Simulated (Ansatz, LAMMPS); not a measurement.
# Which site? Cu in place of Zn in amorphous 30In2O3-33ZnO-37SnO2 (mol %) (98 atoms): runs compared

At which site of amorphous 30In2O3-33ZnO-37SnO2 (mol %) (98 atoms) does Cu in place of Zn cost least, and what about the site decides it?

Computed with Ansatz 0.2.0: Kohn-Sham DFT, PBE, PAW (set soft_2), plane waves.

### Step 1. The cell as built

The cell holds 98 atoms: 18 In, 10 Zn, 11 Sn and 59 O. Its edges and angles: a = 10.945 Å, b = 10.945 Å, c = 10.945 Å, α = 90.0°, β = 90.0°, γ = 90.0°. 98 atoms (18 Sc, 10 Zn, 11 Sn, 59 O) placed at random at 4.81 g/cm³, melted at 5000 K for 10 ps at fixed volume with the Morse and Coulomb pair potential with partial charges (Pedone, Malavasi, Menziani, Cormack and Segre, J. Phys. Chem. B 110, 11780 (2006)). Quenched from 5000 K to 300 K at 100 K/ps and fixed volume, held 10 ps at zero pressure, then minimised at fixed cell. Then Sc was replaced by In and the cell scaled by 1.022 (the potential has no terms for the new elements, so the cell is a start for a DFT relaxation).

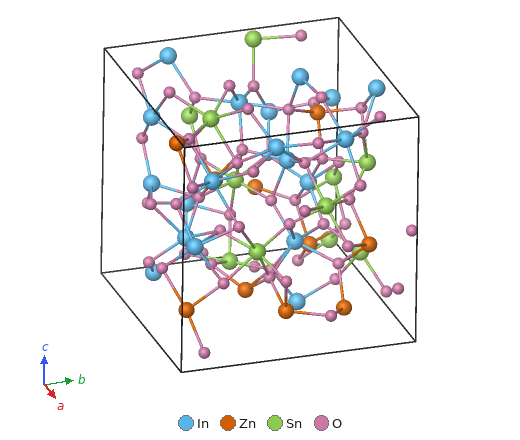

The cell as built. Bonds to atoms that aren't drawn are left out. Some periodic images of atoms are drawn too.

What the set-up can't give: The quench rate of 100 K/ps far exceeds what a furnace or splat quench reaches, so expect more defects and frozen-in strain than in a real sample. The network of bonds at the start is that of the classical potential that made the cell, and needn't be the one that DFT or experiment would give. Sampling is at Γ alone, for a cell whose shortest periodic width is 11 Å.

### Step 2. The reference run

The reference is a single point at the end of the relaxation.

Every defect cell starts from the geometry of this run and is relaxed in the fixed cell.

Its input, with most atom lines left out:

```yaml
crystal:
  lattice:
    - [10.94523, 0.0, 0.0]
    - [0.0, 10.94523, 0.0]
    - [0.0, 0.0, 10.94523]
  atoms:
    - { symbol: In, position: [0.10321, 0.31154, 0.31971] }
    - { symbol: In, position: [0.07899, 0.67523, 0.67224] }
    - { symbol: In, position: [0.78676, 0.77096, 0.82493] }
    - { symbol: In, position: [0.51263, 0.62632, 0.65386] }
    - { symbol: In, position: [0.29151, 0.10883, 0.51576] }
    - { symbol: In, position: [0.76336, 0.48785, 0.85752] }
    - { symbol: In, position: [0.29376, 0.45381, 0.82313] }
    [... atom lines 8 to 98 left out ...]
kpoints:
  mp_grid: { grid: [1, 1, 1] }
hamiltonian:
  xc: pbe
scf:
  occupations: { method: gaussian, width: 0.025 }
output:
  forces: true
  stress: true
  populations: true
  dos:
    method: { smearing: { sigma: 0.08 } }
    de: 0.1
    projected: { site_lists: { In: [In], O: [O], Sn: [Sn], Zn: [Zn] } }
  eigenvalues: true
  write_density: true
  write_potential: true
  volumetric_format: npy
  elf: true
```

```
free energy per atom   : -2384.5734 eV/atom
r.m.s. force component : 0.01215 eV/Å
pressure               : -0.3609 GPa
```

Filled and empty levels are parted by 0.529 eV (at Γ alone); a semilocal functional tends to put such gaps too low. In a disordered cell it changes from sample to sample, and tail or defect levels can set it.

### Step 3. The runs

Each row is one run, on 4 threads of Intel Xeon Platinum 8488C (Sapphire Rapids), shared host. The free energy is the program's total, comparable only between runs with the same functional, potentials and atoms.

| run | atoms | outcome | ionic steps, all passes | free energy (eV) | time | host memory (GiB) |
| --- | --- | --- | --- | --- | --- | --- |
| Single point at the start | 98 | converged | - | -233686.102 | 20 s | 2.3 |
| Relaxation | 98 | converged | 9 | -233688.189 | 100 s | 2.3 |
| Single point at the relaxed geometry | 98 | converged | - | -233688.189 | 23 s | 2.3 |
| Cu on a site of Zn, site Zn28 | 98 | converged | 9 | -236991.983 | 4.8 min | 2.5 |
| Cu on a site of Zn, site Zn21 | 98 | converged | 16 | -236992.255 | 8.9 min | 2.4 |
| Cu on a site of Zn, site Zn23 | 98 | converged | 18 | -236992.321 | 8.4 min | 2.5 |
| Cu on a site of Zn, site Zn19 | 98 | converged | 13 | -236992.970 | 6 min | 2.5 |
| Cu on a site of Zn, site Zn26 | 98 | converged | 9 | -236992.495 | 4.5 min | 2.5 |
| Cu on a site of Zn, site Zn25 | 98 | converged | 13 | -236992.318 | 6.8 min | 2.5 |

Local excerpt of 13 atoms (numbers count through the whole input) about site Zn19, the cheapest one, after relaxation; x, y, z are measured from there.

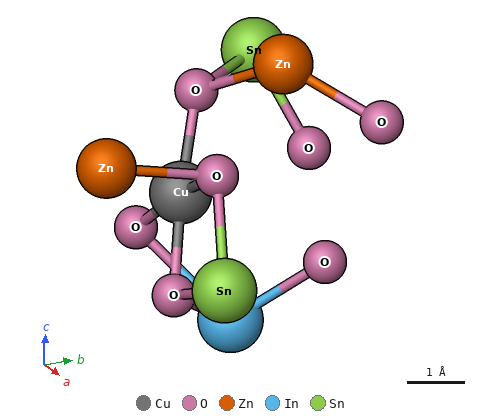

The atoms of the table, within 3.4 Å (arrows a, b, c point along x, y, z); some may hide others.

| atom | x | y | z | distance (Å) | bonds |
| --- | --- | --- | --- | --- | --- |
| Cu19 | -0.14 | -0.66 | -0.23 | 0.71 | 4 |
| O89 | -1.07 | 0.05 | 1.28 | 1.67 | 4 |
| O67 | 1.49 | -0.79 | 0.67 | 1.81 | 3 |
| O98 | -1.58 | -0.78 | -1.37 | 2.23 | 4 |
| O49 | 0.81 | -1.20 | -1.76 | 2.28 | 4 |
| Zn24 | 0.51 | 0.94 | 2.21 | 2.45 | 4 |
| O96 | 0.86 | 1.74 | -1.51 | 2.46 | 3 |
| In3 | -0.29 | 0.50 | -2.83 | 2.89 | 6 |
| O93 | -1.66 | 2.63 | -0.35 | 3.13 | 3 |
| Zn27 | 1.10 | -2.78 | 0.94 | 3.14 | 4 |
| O41 | 1.80 | 2.28 | 1.38 | 3.21 | 4 |
| Sn31 | 2.88 | -1.27 | -0.94 | 3.29 | 6 |
| Sn38 | -2.52 | 1.89 | 1.29 | 3.40 | 6 |

The column of bonds counts only the pairs O-In within 2.77 Å, O-Sn within 2.73 Å, O-Zn within 2.43 Å, O-Cu within 2.33 Å; other neighbours, such as metal atoms beside each other in a compound, aren't counted, and periodic images can show an atom twice.

### Step 4. The sites compared

All these cells hold the same atoms, so their energies can be compared with no chemical potential.

| site | neighbours | mean distance (Å) | atoms within 6 Å | energy over the best site (eV) | before relaxation (eV) | gain on relaxing (eV) |
| --- | --- | --- | --- | --- | --- | --- |
| Zn19 | O4 | 2.03 | 62 | 0.00 | 0.33 | 1.21 |
| Zn26 | O5 | 2.08 | 70 | 0.48 | 0.01 | 0.41 |
| Zn23 | O4 | 2.00 | 67 | 0.65 | 0.01 | 0.24 |
| Zn25 | O4 | 2.01 | 65 | 0.65 | 0.00 | 0.22 |
| Zn21 | O5 | 2.13 | 63 | 0.72 | 0.31 | 0.47 |
| Zn28 | O4 | 1.97 | 70 | 0.99 | 0.31 | 0.20 |

Neighbours are those of the relaxed host within 2.50 Å (O-Zn); other pairs aren't counted.

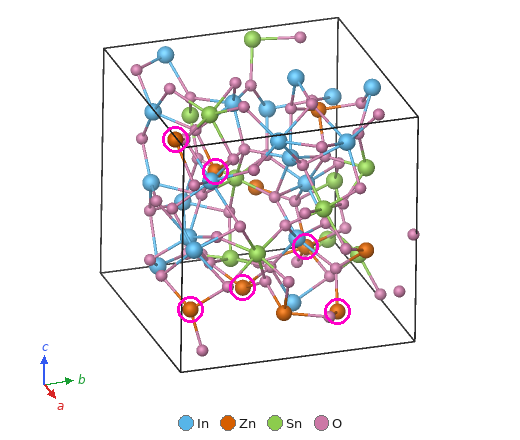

The relaxed cell with the tried sites ringed. Bonds to atoms that aren't drawn are left out. Some periodic images of atoms are drawn too.

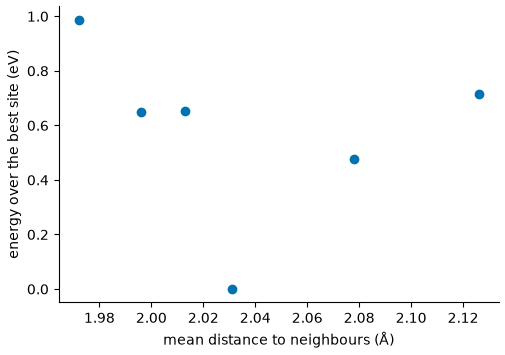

Site energy against the site's surroundings.

### Step 5. Outcome

The cheapest site is Zn19 (4 neighbours, O4); the dearest, Zn28 (4 neighbours, O4), costs 0.99 eV more. By coordination the energies over the best site are 0.00 to 0.99 eV with 4 neighbours and 0.48 to 0.72 eV with 5 neighbours. Relaxation changes the order: the best site before relaxing was Zn25.

**Limits.** Defects are neutral and interact with their images. In a disordered cell the relaxation can also rearrange atoms far from the site. Only 6 of the 10 Zn sites were tried; unless symmetry makes the others alike to these, a cheaper one may exist. The change leaves an odd electron count, and these runs have no spin polarisation. The stress is far from hydrostatic: its diagonal is -3.0, -1.0, 2.9 GPa, compression counted positive.

The DFT runs together took 42 min of wall time.

[Logs are printed without paths, hosts, clocks, repeated set-up lines and the standing remarks that a program may print on its own settings, such as how far it seeks lower states.]

[Hosts, paths, dates, database ids (printed as entryN), source tags and the programs' standing remarks are cut or masked in the printed files.]
